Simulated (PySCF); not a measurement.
# C2H6SeZn (SMILES [CH3][Zn][Se]C): what the fields show

```yaml
atoms:
  - { symbol: Zn, position_ang: [0.3354, -0.8470, 0.3493] }
  - { symbol: C, position_ang: [0.3573, -0.8992, 2.2919] }
  - { symbol: H, position_ang: [-0.6606, -0.8101, 2.7031] }
  - { symbol: H, position_ang: [0.9648, -0.0781, 2.7040] }
  - { symbol: H, position_ang: [0.7853, -1.8485, 2.6516] }
  - { symbol: Se, position_ang: [0.3164, -0.7842, -1.9511] }
  - { symbol: C, position_ang: [-0.3936, 1.0411, -2.1379] }
  - { symbol: H, position_ang: [-1.3952, 1.1301, -1.6979] }
  - { symbol: H, position_ang: [-0.4667, 1.2361, -3.2159] }
  - { symbol: H, position_ang: [0.2814, 1.7831, -1.6927] }
```

Geometry: PBE0-D3(BJ)/def2-SVP.

The calculation used PySCF 2.14.0, PBE0/def2-SVPD, SCF density, gas phase.

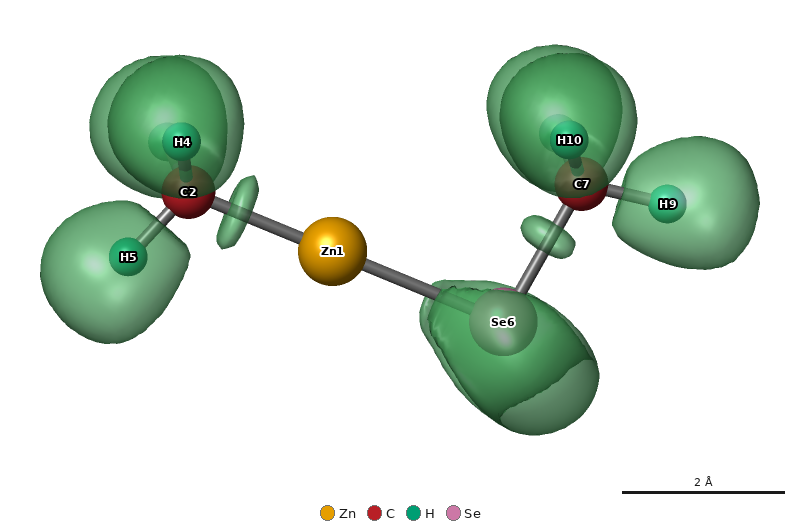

Figure 1. Isosurface of the electron localisation function at 0.8 (green), seen across its widest extent. Only the valence region is drawn (cores and ρ < 0.01 e/Å³ removed).

Q: Identify the bonds, lone pairs and shells in this picture.

A: The ELF exceeds this value in one region between bonded C–Se atoms (shared pairs), six regions around hydrogen nuclei, one lobe of the valence shell of C pointing towards Zn (polar bonds) and one region wrapped around Se (its valence shell). Profiles from the grid: C–Zn (1.94 Å): the ELF peaks at about 0.90 in the valence shell of C, 0.7 Å from its nucleus, and is about 0.45 at the midpoint. C–Se (1.97 Å): the ELF peaks at about 0.90 between the atoms, as expected for localised, covalent bonding.

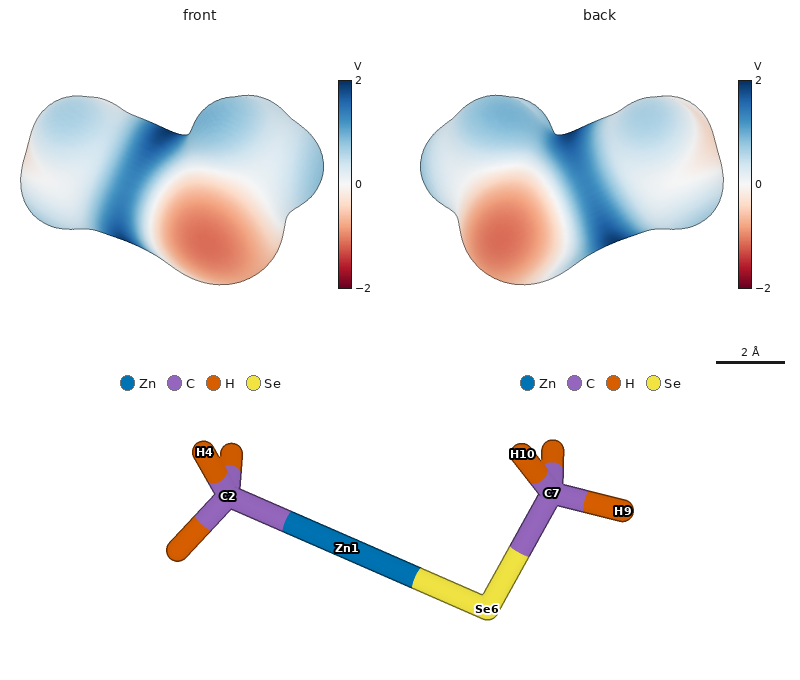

Figure 2. The molecular electrostatic potential painted on the density surface at 0.002 e/bohr³, seen from the front and from behind; red is negative and blue positive. The bare structure is drawn below in the same view.

Q: Which sites attract a positive test charge, and which a negative one?

A: A positive charge is drawn to the negative regions and a negative charge to the positive ones. The most negative region (about −1.1 V) lies over Se6, the most positive (about +1.9 V) over Zn1.

Q: What dipole moment does the calculation give?

A: Its dipole moment is 1.69 D.

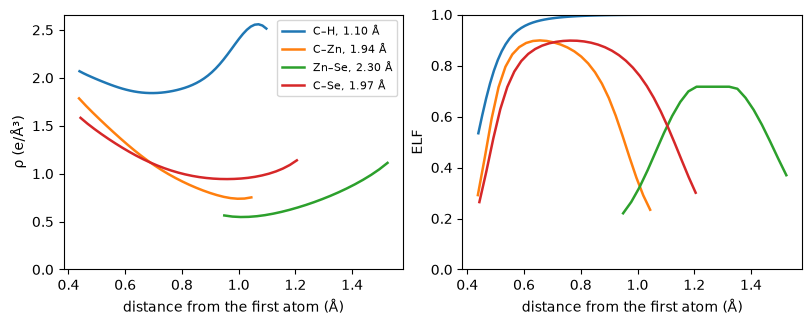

Figure 3. Electron density and electron localisation function along straight lines between neighbouring atoms. The curves leave out the atomic cores.

Q: Compare the contacts.

A: C–H (1.10 Å): ρ is about 1.9 e/Å³ halfway; the ELF climbs to about 1 towards the hydrogen, as it does in any bond to H: a covalent bond by its length.
C–Zn (1.94 Å): ρ is about 0.74 e/Å³ halfway; the ELF peaks at about 0.90 in the valence shell of C, 0.7 Å from its nucleus, and is about 0.45 at the midpoint.
Zn–Se (2.30 Å): the density is about 0.6 e/Å³ at the midpoint; the ELF peaks at about 0.70 in the valence shell of Se, 1.1 Å from its nucleus, and is about 0.65 at the midpoint.
C–Se (1.97 Å): ρ at the midpoint is about 0.95 e/Å³; the ELF peaks at about 0.90 between the atoms, as expected for a covalent bond.
